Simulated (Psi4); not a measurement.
# CH2AlN (SMILES N#[C][AlH2]) at FNO-CCSD(T)/6-311+G(d,p) (density fitting, density fitting for correlation, occ tolerance 1e-05)

Aim: the energy change on altering one bond length of CH2AlN at FNO-CCSD(T)/6-311+G** (density fitting, density fitting for correlation, occ tolerance 1e-05), from 2 runs. 

The calculation is run with Psi4 1.11.

### 1 The system as given

The species is CH2AlN (5 atoms), meant as a singlet with charge 0. As SMILES, `N#[C][AlH2]`. Geometry: relaxed at PBE0-D4/def2-TZVP.

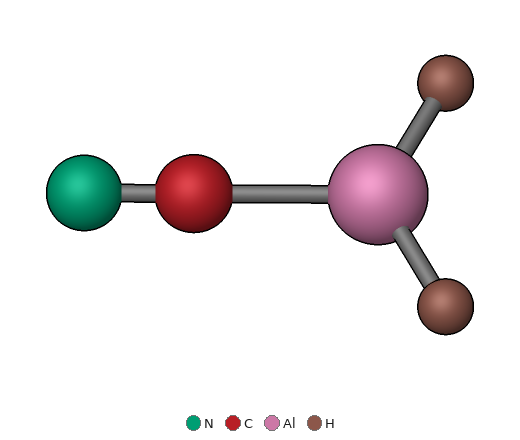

Viewed from a chosen angle; nitrogen teal, carbon red, aluminium pink, hydrogen brown.

### 2 The energy at FNO-CCSD(T)/6-311+G(d,p) (density fitting, density fitting for correlation, occ tolerance 1e-05)

ch2aln.json

```json
{
 "schema_name": "qcschema_input",
 "schema_version": 1,
 "molecule": {
  "schema_name": "qcschema_molecule",
  "schema_version": 2,
  "symbols": ["N", "C", "Al", "H", "H"],
  "geometry": [2.61216842, -2.54357136, 2.63465616, 1.3496424, -1.31902883, 1.34510706, -0.76949648, 0.73699319, -0.82127497, -3.07968667, -0.61019257, -2.1168712, -0.01833034, 3.59652676, -1.1198517],
  "molecular_charge": 0,
  "molecular_multiplicity": 1
 },
 "driver": "energy",
 "model": {
  "method": "fno-ccsd(t)",
  "basis": "6-311+G**"
 },
 "keywords": {
  "scf_type": "df",
  "freeze_core": true,
  "cc_type": "df",
  "occ_tolerance": 1e-05
 }
}
```

Launch:

```sh
$ psi4 --qcschema ch2aln.json -n 1 --memory 1600MB
```

stdout:

```text
[...]
  Running in c1 symmetry.
[...]
  Nuclear repulsion =   69.014155664648129
[...]
  Multiplicity = 1
[...]
  Nalpha       = 14
  Nbeta        = 14
[...]
    Number of basis functions: 86
[...]
   @DF-RHF iter   1:  -335.37126068189764   -1.26777e+00   3.63884e-03 ADIIS/DIIS
[...]
   @DF-RHF iter  12:  -335.42215945544251   -5.11591e-13   1.47043e-09 DIIS
[...]
    Orbital Energies [Eh]
    ---------------------
    Doubly Occupied:
       1A    -58.524824     2A    -15.583510     3A    -11.246981
       4A     -4.935833     5A     -3.251882     6A     -3.250163
       7A     -3.249041     8A     -1.219862     9A     -0.700212
      10A     -0.574224    11A     -0.514736    12A     -0.489808
      13A     -0.477564    14A     -0.455445
[...]
  @DF-RHF Final Energy:  -335.42215945544251
   => Energetics <=
    Nuclear Repulsion Energy =             69.0141556646481291
    One-Electron Energy =                -599.9244623510355723
    Two-Electron Energy =                 195.4881472309449464
    Total Energy =                       -335.4221594554425110
[...]
 Multipole Moments:
 ------------------------------------------------------------------------------------
     Multipole            Electronic (a.u.)      Nuclear  (a.u.)        Total (a.u.)
 ------------------------------------------------------------------------------------
 L = 1.  Multiply by 2.5417464519 to convert [e a0] to [Debye]
 Dipole X            :          0.5814714           -1.4258200           -0.8443486
 Dipole Y            :         -0.5639740            1.3831863            0.8192123
 Dipole Z            :          0.5949402           -1.4576532           -0.8627130
 Magnitude           :                                                    1.4588719
[...]
      * MP2 total energy:                  -335.781521371121
[...]
      * CCSD total energy:                 -335.799789607460
[...]
      * CCSD(T) total energy                -335.816120171673
[...]
```

The result, in JSON:

```text
{
 "driver": "energy",
 "model": {
  "method": "fno-ccsd(t)",
  "basis": "6-311+G**"
 },
 "success": true,
 "return_result": -335.8161201716732,
 "properties": {
  "calcinfo_nbasis": 86,
  "calcinfo_nmo": 86,
  "calcinfo_nalpha": 14,
  "calcinfo_nbeta": 14,
  "calcinfo_natom": 5,
  "nuclear_repulsion_energy": 69.01415566464813,
  "return_energy": -335.8161201716732,
  "scf_one_electron_energy": -599.9244623510356,
  "scf_two_electron_energy": 195.48814723094495,
  "scf_dipole_moment": [-0.844348620750861, 0.8192123381693941, -0.8627129553946625],
  "scf_total_energy": -335.4221594554425,
  "scf_iterations": 12,
  "mp2_same_spin_correlation_energy": -0.08398016896576926,
  "mp2_opposite_spin_correlation_energy": -0.2753817467129063,
  "mp2_singles_energy": 0.0,
  "mp2_doubles_energy": -0.35936191567867554,
  "mp2_correlation_energy": -0.35936191567867554,
  "mp2_total_energy": -335.7815213711212,
  "ccsd_same_spin_correlation_energy": -0.07021976753712386,
  "ccsd_opposite_spin_correlation_energy": -0.3074103844805898,
  "ccsd_singles_energy": 0.0,
  "ccsd_doubles_energy": -0.37763015201771366,
  "ccsd_correlation_energy": -0.37763015201771366,
  "ccsd_total_energy": -335.79978960746024,
  "ccsd_iterations": 15,
  "ccsd_prt_pr_correlation_energy": -0.3939607162307273,
  "ccsd_prt_pr_total_energy": -335.8161201716732
 }
}
```

It took 7.5 s on 1 thread of Intel Xeon Platinum 8375C at 2.90GHz (Ice Lake), shared host; peak memory 0.25 GiB.

### 3 The distorted shape

ch2aln.in

```
memory 1.6 GB

molecule {
  0 1
  N      1.223299    -1.951285     1.457401
  C      0.555199    -1.303285     0.775001
  Al    -0.566201    -0.215285    -0.371399
  H     -1.788701    -0.928185    -1.056999
  H     -0.009700     1.903200    -0.592600
}

set basis 6-311+G**
set scf_type df
set freeze_core true
set cc_type df
set occ_tolerance 1e-05

energy_value, wavefunction = energy("fno-ccsd(t)", return_wfn=True)
```

Launch:

```sh
$ psi4 -n 1 ch2aln.in ch2aln.out
```

ch2aln.out:

```text
[...]
  Running in c1 symmetry.
[...]
  Nuclear repulsion =   67.475459990421001
[...]
  Multiplicity = 1
[...]
  Nalpha       = 14
  Nbeta        = 14
[...]
    Number of basis functions: 86
[...]
   @DF-RHF iter   1:  -335.30870982102113   -1.31134e+00   3.72708e-03 DIIS/ADIIS
[...]
   @DF-RHF iter  12:  -335.36539636599838   -3.24007e-12   4.66588e-09 DIIS
[...]
    Orbital Energies [Eh]
    ---------------------
    Doubly Occupied:
       1A    -58.570575     2A    -15.594412     3A    -11.258659
       4A     -4.975017     5A     -3.291613     6A     -3.289721
       7A     -3.287963     8A     -1.229616     9A     -0.708735
      10A     -0.576431    11A     -0.517383    12A     -0.488252
      13A     -0.487005    14A     -0.400070
[...]
  @DF-RHF Final Energy:  -335.36539636599838
   => Energetics <=
    Nuclear Repulsion Energy =             67.4754599904210011
    One-Electron Energy =                -596.3308110129416946
    Two-Electron Energy =                 193.4899546565223432
    Total Energy =                       -335.3653963659983788
[...]
 Multipole Moments:
 ------------------------------------------------------------------------------------
     Multipole            Electronic (a.u.)      Nuclear  (a.u.)        Total (a.u.)
 ------------------------------------------------------------------------------------
 L = 1.  Multiply by 2.5417464519 to convert [e a0] to [Debye]
 Dipole X            :          0.3332346           -1.2795136           -0.9462790
 Dipole Y            :         -1.6131945            1.9401456            0.3269511
 Dipole Z            :          0.7245562           -1.5158082           -0.7912521
 Magnitude           :                                                    1.2760959
[...]
      * MP2 total energy:                  -335.726890027463
[...]
      * CCSD total energy:                 -335.748345578344
[...]
      * CCSD(T) total energy                -335.765407278474
[...]
```

Wall time 7.5 s (1 thread of Intel Xeon Platinum 8375C at 2.90GHz (Ice Lake), shared host); peak memory 0.25 GiB.

### 4 Results

At FNO-CCSD(T)/6-311+G** (density fitting, density fitting for correlation, occ tolerance 1e-05), 7 core orbitals frozen:

| quantity | value |
| --- | --- |
| first shape: total energy | -335.81612 Eh |
| first shape: HOMO energy (Hartree–Fock orbitals) | -12.39 eV |
| first shape: LUMO energy (Hartree–Fock orbitals) | 0.03 eV |
| first shape: HOMO–LUMO gap (Hartree–Fock orbitals) | 12.42 eV |
| first shape: correlation energy (7 core orbitals frozen) | -394.0 mEh |
| first shape: (T) correction | -16.33 mEh |
| first shape: T1 diagnostic | 0.014 |
| distorted shape: total energy | -335.76541 Eh |
| distorted shape: HOMO energy (Hartree–Fock orbitals) | -10.89 eV |
| distorted shape: LUMO energy (Hartree–Fock orbitals) | -0.18 eV |
| distorted shape: HOMO–LUMO gap (Hartree–Fock orbitals) | 10.71 eV |
| distorted shape: correlation energy (7 core orbitals frozen) | -400.0 mEh |
| distorted shape: (T) correction | -17.06 mEh |
| distorted shape: T1 diagnostic | 0.016 |
| energy change with the Al3–H5 bond stretched from 1.572 to 2.201 Å | 1.380 eV |

**Reading.** With the Al3–H5 bond stretched from 1.572 to 2.201 Å the energy rises by 1.38 eV (133 kJ/mol). The first shape isn't relaxed at this level, so the change isn't measured from a minimum. The triples (first shape) make up 4.1 % of the correlation energy. The triples (distorted shape) make up 4.3 % of the correlation energy.
